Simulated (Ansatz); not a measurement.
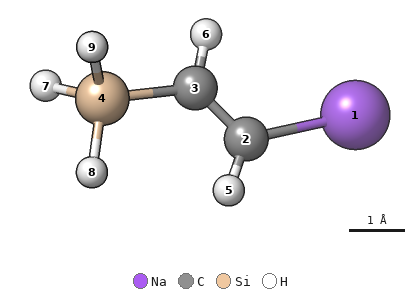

**Figure 1.** The input geometry (ball-and-stick view, seen at a tilt; atoms are numbered from 1 in the order of the input). Sticks mark near contacts.

# Run report: C₂H₅NaSi, geometry relaxation

System: C₂H₅NaSi, SMILES [Na][CH]=C[SiH3].
Method: RKS LDA/def2-SVP (Ansatz 0.2.0).

It belongs to a series of runs on one base structure; here: end point B relaxed. Figures and captions count atoms from 1; the log counts them from 0 in places.

### What the program printed
```
The last accepted step is kept in [file] (removed where the run ends without a failure and the disk answers)
Engine: ansatz 0.2.0, aarch64-unknown-linux-gnu
Functional definition: SPW92
  exchange = slater_x
  correlation = pw_c
977 factors; their error is unknown
mean field evaluation 1: about -14354.8167 eV, gradient 6.1e1 eV
mean field evaluation 2: about -14267.0074 eV, gradient 1.5e2 eV
mean field evaluation 4: about -14366.1660 eV, gradient 8.0e0 eV
mean field evaluation 8: about -14366.3939 eV, gradient 8.6e-2 eV
mean field evaluation 16: about -14366.3047 eV, gradient 1.3e-5 eV
mean field -14366.30470830 eV, -527.9519601989 hartree, gradient 1.3e-5 eV, S^2 0.000000; 0 other end points of the search recorded, 0 dependent functions left out
the calculation of the forces begins
reference -14366.30475349 eV, -527.9519618596 hartree; 21, 21 occupied and 65, 65 virtual orbitals, 977 factors
relax step   1: F+E_penalty+E_count = -14366.30470830 eV  Δ(F+E_penalty+E_count) = +0.000e0 eV  max|allowed force component| = 9.468e-1 eV/Å  Δτ_max = 0.0000 Å  (27 SCF iters, accepted)
these checks for a lower state are left out or cut short: starts, cluster_reference, orbital_swaps, neighbouring_geometries, increment
977 factors; their error is unknown
mean field -14366.39086725 eV, -527.9551264819 hartree, gradient 1.8e-5 eV, S^2 0.000000; 0 other end points of the search recorded, 0 dependent functions left out
the calculation of the forces begins
reference -14366.39091253 eV, -527.9551281460 hartree; 21, 21 occupied and 65, 65 virtual orbitals, 977 factors
relax step   2: F+E_penalty+E_count = -14366.39086725 eV  Δ(F+E_penalty+E_count) = -8.616e-2 eV  max|allowed force component| = 3.759e-1 eV/Å  Δτ_max = 0.0461 Å  (30 SCF iters, accepted)
these checks for a lower state are left out or cut short: starts, cluster_reference, orbital_swaps, neighbouring_geometries, increment
977 factors; their error is unknown
mean field -14366.40145999 eV, -527.9555157581 hartree, gradient 1.8e-5 eV, S^2 0.000000; 0 other end points of the search recorded, 0 dependent functions left out
the calculation of the forces begins
reference -14366.40150530 eV, -527.9555174229 hartree; 21, 21 occupied and 65, 65 virtual orbitals, 977 factors
relax step   3: F+E_penalty+E_count = -14366.40145999 eV  Δ(F+E_penalty+E_count) = -1.059e-2 eV  max|allowed force component| = 8.392e-2 eV/Å  Δτ_max = 0.0341 Å  (31 SCF iters, accepted)
these checks for a lower state are left out or cut short: starts, cluster_reference, orbital_swaps, neighbouring_geometries, increment
977 factors; their error is unknown
mean field evaluation 32: about -14366.4936 eV, gradient 2.3e-1 eV
mean field -14366.40189140 eV, -527.9555316118 hartree, gradient 1.3e-5 eV, S^2 0.000000; 0 other end points of the search recorded, 0 dependent functions left out
the calculation of the forces begins
reference -14366.40193670 eV, -527.9555332766 hartree; 21, 21 occupied and 65, 65 virtual orbitals, 977 factors
relax step   4: F+E_penalty+E_count = -14366.40189140 eV  Δ(F+E_penalty+E_count) = -4.314e-4 eV  max|allowed force component| = 8.032e-2 eV/Å  Δτ_max = 0.0062 Å  (22 SCF iters, accepted)
these checks for a lower state are left out or cut short: starts, cluster_reference, orbital_swaps, neighbouring_geometries, increment
977 factors; their error is unknown
mean field -14366.40262303 eV, -527.9555584989 hartree, gradient 1.9e-5 eV, S^2 0.000000; 0 other end points of the search recorded, 0 dependent functions left out
the calculation of the forces begins
reference -14366.40266826 eV, -527.9555601613 hartree; 21, 21 occupied and 65, 65 virtual orbitals, 977 factors
relax step   5: F+E_penalty+E_count = -14366.40262303 eV  Δ(F+E_penalty+E_count) = -7.316e-4 eV  max|allowed force component| = 1.381e-1 eV/Å  Δτ_max = 0.0652 Å  (29 SCF iters, accepted)
these checks for a lower state are left out or cut short: starts, cluster_reference, orbital_swaps, neighbouring_geometries, increment
977 factors; their error is unknown
mean field -14366.40474644 eV, -527.9556365328 hartree, gradient 1.8e-5 eV, S^2 0.000000; 0 other end points of the search recorded, 0 dependent functions left out
the calculation of the forces begins
reference -14366.40479160 eV, -527.9556381926 hartree; 21, 21 occupied and 65, 65 virtual orbitals, 977 factors
relax step   6: F+E_penalty+E_count = -14366.40474644 eV  Δ(F+E_penalty+E_count) = -2.123e-3 eV  max|allowed force component| = 3.760e-2 eV/Å  Δτ_max = 0.0206 Å  (30 SCF iters, accepted)
these checks for a lower state are left out or cut short: starts, cluster_reference, orbital_swaps, neighbouring_geometries, increment
977 factors; their error is unknown
mean field -14366.40502009 eV, -527.9556465894 hartree, gradient 1.8e-5 eV, S^2 0.000000; 0 other end points of the search recorded, 0 dependent functions left out
the calculation of the forces begins
reference -14366.40506525 eV, -527.9556482488 hartree; 21, 21 occupied and 65, 65 virtual orbitals, 977 factors
relax step   7: F+E_penalty+E_count = -14366.40502009 eV  Δ(F+E_penalty+E_count) = -2.737e-4 eV  max|allowed force component| = 1.374e-2 eV/Å  Δτ_max = 0.0061 Å  (31 SCF iters, accepted)
977 factors; their error is unknown
mean field evaluation 64: about -14366.3059 eV, gradient 6.9e0 eV
```

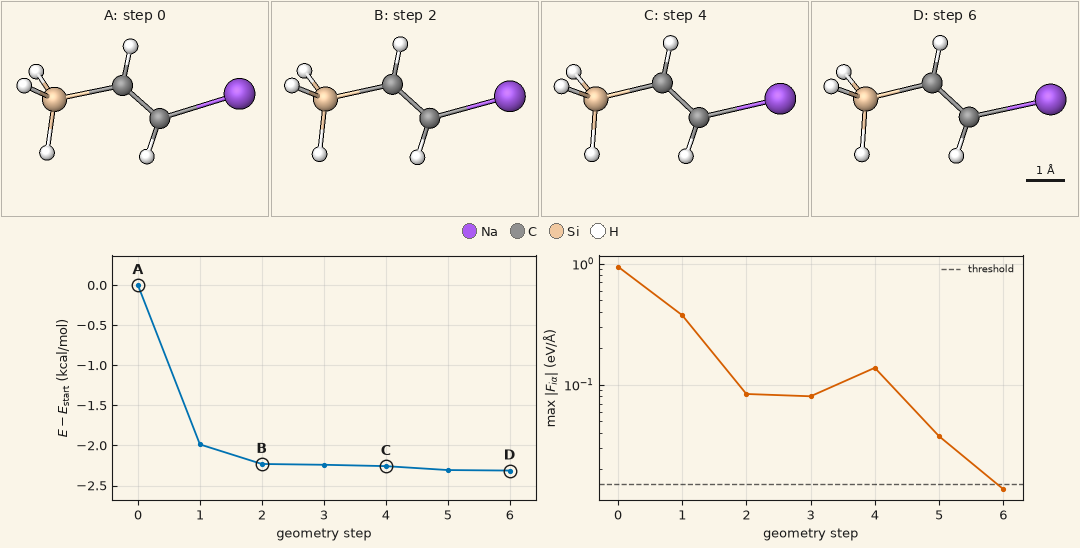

**Figure 2.** Frames of the relaxation (ball-and-stick view, seen at a tilt) above the curves, on which the letters mark them (the first geometry is step 0 here and step 1 in the log).

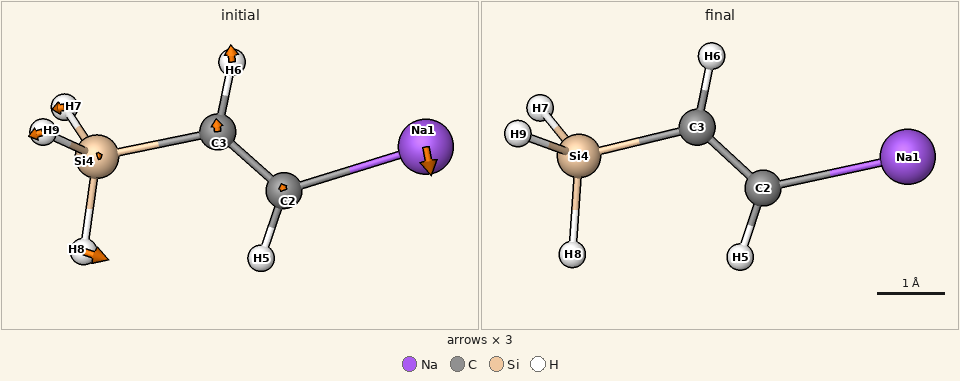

**Figure 3.** Before (left) and after (right) the relaxation, at one scale (ball-and-stick view, seen at a tilt). The orange arrows give the displacements, magnified 3 times. After 6 geometry steps the energy has fallen by 2.31 kcal/mol. Largest force component: 0.95 eV/Å at the start, 0.014 eV/Å at the end. The largest move after the best rigid fit is that of Na1, 0.16 Å. Largest moves by element: Na 0.16 Å, H 0.14 Å, C 0.07 Å, Si 0.03 Å. Among the contacts that change: Si4–H7 1.471 → 1.516 Å, Si4–H8 1.471 → 1.511 Å, C3–Si4 1.886 → 1.862 Å, C3–H6 1.092 → 1.115 Å. Among the angles that change: Na1–C2–H5 127.0° → 121.7°, Na1–C2–C3 120.6° → 124.4°, H7–Si4–H9 108.6° → 105.1°. (Atoms are counted from 1 in the order of the input.)

```
mean field -14366.40502009 eV, -527.9556465894 hartree, gradient 1.8e-5 eV, S^2 0.000000; 1 other end points of the search recorded, 0 dependent functions left out
the calculation of the forces begins
reference -14366.40506525 eV, -527.9556482488 hartree; 21, 21 occupied and 65, 65 virtual orbitals, 977 factors
Total energy: -14366.40506525 eV, -527.9556482488 hartree
Atom 0 at    -1.995119     2.882802     0.913931 Å, force    -0.002284     0.002761     0.001840 eV/Å
Atom 1 at    -0.752193     1.266568    -0.072999 Å, force    -0.000394     0.006074    -0.012734 eV/Å
Atom 2 at    -0.264021     0.181808     0.567351 Å, force    -0.000403    -0.005220     0.013737 eV/Å
Atom 3 at     0.754817    -1.123705    -0.283793 Å, force     0.001442     0.000255    -0.005936 eV/Å
Atom 4 at    -0.489352     1.309198    -1.158801 Å, force    -0.000157     0.001609    -0.001716 eV/Å
Atom 5 at    -0.458284     0.025842     1.653954 Å, force     0.001503    -0.003590     0.002133 eV/Å
Atom 6 at     0.132216    -2.504420    -0.226347 Å, force     0.001816     0.001106     0.000273 eV/Å
Atom 7 at     0.914559    -0.744236    -1.737239 Å, force     0.000158    -0.002014     0.003326 eV/Å
Atom 8 at     2.138768    -1.289028     0.311735 Å, force    -0.001681    -0.000981    -0.000924 eV/Å
Dipole moment:    -0.846890     1.152550     0.555351 e Å
```

### Trajectory as extended XYZ (Å, eV, eV/Å), 7 frames, from step=1 to step=7
```
9
Properties=species:S:1:pos:R:3:forces:R:3 step=1 energy=-14366.30471
Na   -1.9910    2.8114    1.0527    0.0353  -0.0269  -0.0722
C    -0.7572    1.2911   -0.1058   -0.3480   0.5978  -0.0349
C    -0.2628    0.2120    0.5031    0.5227  -0.7939  -0.2009
Si    0.7749   -1.1428   -0.3001   -0.8032   0.9468   0.3957
H    -0.4937    1.3286   -1.1710    0.0369   0.2206  -0.6490
H    -0.4560    0.0592    1.5669   -0.0768  -0.2195   0.7967
H     0.1033   -2.4475   -0.1951   -0.2411  -0.7346   0.0928
H     0.9776   -0.8684   -1.7312    0.0987   0.1915  -0.6760
H     2.0863   -1.2389    0.3483    0.7757  -0.1818   0.3477
9
Properties=species:S:1:pos:R:3:forces:R:3 step=2 energy=-14366.39087
Na   -1.9918    2.8274    1.0220    0.0008   0.0111  -0.0218
C    -0.7598    1.2983   -0.1043   -0.0493   0.0380   0.0263
C    -0.2674    0.2065    0.5143    0.1876  -0.2234  -0.0973
Si    0.7648   -1.1358   -0.2934   -0.3106   0.3759   0.1461
H    -0.5106    1.3567   -1.1864    0.0264   0.0428  -0.1713
H    -0.4530    0.0439    1.5958   -0.0370  -0.0425   0.2115
H     0.1204   -2.4875   -0.1845   -0.0777  -0.2132  -0.0012
H     0.9676   -0.8269   -1.7460    0.0187   0.0505  -0.1852
H     2.1113   -1.2776    0.3504    0.2410  -0.0393   0.0928
9
Properties=species:S:1:pos:R:3:forces:R:3 step=3 energy=-14366.40146
Na   -1.9916    2.8396    0.9922   -0.0081   0.0118  -0.0138
C    -0.7631    1.2851   -0.1017    0.0629   0.0088   0.0117
C    -0.2605    0.2035    0.5335   -0.0423  -0.0839   0.0113
Si    0.7576   -1.1266   -0.2863    0.0121   0.0445   0.0017
H    -0.4977    1.3495   -1.1857   -0.0157  -0.0280   0.0094
H    -0.4606    0.0351    1.6190    0.0052   0.0266  -0.0192
H     0.1204   -2.4994   -0.1942    0.0056   0.0166  -0.0011
H     0.9474   -0.7997   -1.7494   -0.0109   0.0137   0.0163
H     2.1296   -1.2822    0.3403   -0.0088  -0.0101  -0.0163
9
Properties=species:S:1:pos:R:3:forces:R:3 step=4 energy=-14366.40189
Na   -1.9900    2.8414    0.9887   -0.0089   0.0119  -0.0135
C    -0.7628    1.2833   -0.1011    0.0602   0.0096   0.0104
C    -0.2609    0.2023    0.5355   -0.0440  -0.0803   0.0150
Si    0.7576   -1.1258   -0.2857    0.0116   0.0378   0.0029
H    -0.4961    1.3452   -1.1850   -0.0153  -0.0225   0.0066
H    -0.4626    0.0347    1.6207    0.0077   0.0253  -0.0158
H     0.1214   -2.4992   -0.1955    0.0056   0.0147  -0.0019
H     0.9441   -0.7947   -1.7480   -0.0081   0.0118   0.0117
H     2.1307   -1.2824    0.3382   -0.0087  -0.0083  -0.0155
9
Properties=species:S:1:pos:R:3:forces:R:3 step=5 energy=-14366.40262
Na   -1.9956    2.8673    0.9291    0.0068   0.0087  -0.0062
C    -0.7410    1.2746   -0.0808   -0.0300  -0.0826  -0.0055
C    -0.2786    0.1780    0.5619    0.0866   0.1381   0.0730
Si    0.7483   -1.1232   -0.2814    0.0302  -0.0825  -0.0515
H    -0.4808    1.3051   -1.1687   -0.0102   0.0116   0.0319
H    -0.4543    0.0404    1.6561   -0.0400  -0.0271  -0.0681
H     0.1325   -2.5096   -0.2260    0.0194   0.0314  -0.0030
H     0.9146   -0.7436   -1.7359   -0.0144  -0.0095   0.0293
H     2.1362   -1.2842    0.3134   -0.0484   0.0121   0.0001
9
Properties=species:S:1:pos:R:3:forces:R:3 step=6 energy=-14366.40475
Na   -1.9942    2.8827    0.9155   -0.0023   0.0034   0.0001
C    -0.7531    1.2680   -0.0752   -0.0047  -0.0089   0.0186
C    -0.2658    0.1843    0.5676    0.0335  -0.0376  -0.0253
Si    0.7536   -1.1209   -0.2838    0.0044  -0.0133  -0.0069
H    -0.4886    1.3038   -1.1605   -0.0039   0.0181  -0.0119
H    -0.4542    0.0214    1.6535   -0.0251   0.0304   0.0270
H     0.1324   -2.5024   -0.2260   -0.0034   0.0028  -0.0022
H     0.9151   -0.7426   -1.7373    0.0009  -0.0008   0.0030
H     2.1362   -1.2894    0.3140    0.0007   0.0060  -0.0023
9
Properties=species:S:1:pos:R:3:forces:R:3 step=7 energy=-14366.40502
Na   -1.9951    2.8828    0.9139   -0.0023   0.0028   0.0018
C    -0.7522    1.2666   -0.0730   -0.0004   0.0061  -0.0127
C    -0.2640    0.1818    0.5674   -0.0004  -0.0052   0.0137
Si    0.7548   -1.1237   -0.2838    0.0014   0.0003  -0.0059
H    -0.4894    1.3092   -1.1588   -0.0002   0.0016  -0.0017
H    -0.4583    0.0258    1.6540    0.0015  -0.0036   0.0021
H     0.1322   -2.5044   -0.2263    0.0018   0.0011   0.0003
H     0.9146   -0.7442   -1.7372    0.0002  -0.0020   0.0033
H     2.1388   -1.2890    0.3117   -0.0017  -0.0010  -0.0009
```

This output came from the following input.

### Input
```yaml
crystal:
  periodic: [false, false, false]
  atoms:
    - { symbol: Na, position_ang: [-1.99103, 2.81141, 1.05272] }
    - { symbol: C, position_ang: [-0.75725, 1.2911, -0.10577] }
    - { symbol: C, position_ang: [-0.26281, 0.21197, 0.5031] }
    - { symbol: Si, position_ang: [0.77494, -1.1428, -0.30008] }
    - { symbol: H, position_ang: [-0.49366, 1.32862, -1.17102] }
    - { symbol: H, position_ang: [-0.45598, 0.05925, 1.56687] }
    - { symbol: H, position_ang: [0.10331, -2.44746, -0.19514] }
    - { symbol: H, position_ang: [0.97755, -0.86836, -1.73121] }
    - { symbol: H, position_ang: [2.08632, -1.2389, 0.34832] }
basis:
  gaussian: { orbitals: def2-SVP }
hamiltonian:
  xc: lda
relax:
  f_tol: 0.015
  max_steps: 40
```

Run as:
```bash
ansatz run input.yaml --threads 1 --pin off --max-ram 2048MiB --backend cpu --events-out ev --progress --plain --runs-dir out
```

### Results in brief

- outcome: converged
- total energy: −14366.4051 eV
- mean-field energy: −14366.4051 eV
- largest force (length of the vector) at the end: 0.015 eV/Å
- hardware: 1 thread of Arm Neoverse V1, 24 GiB of memory available, shared host
- wall time: 16 s
- peak memory: 0.12 GiB
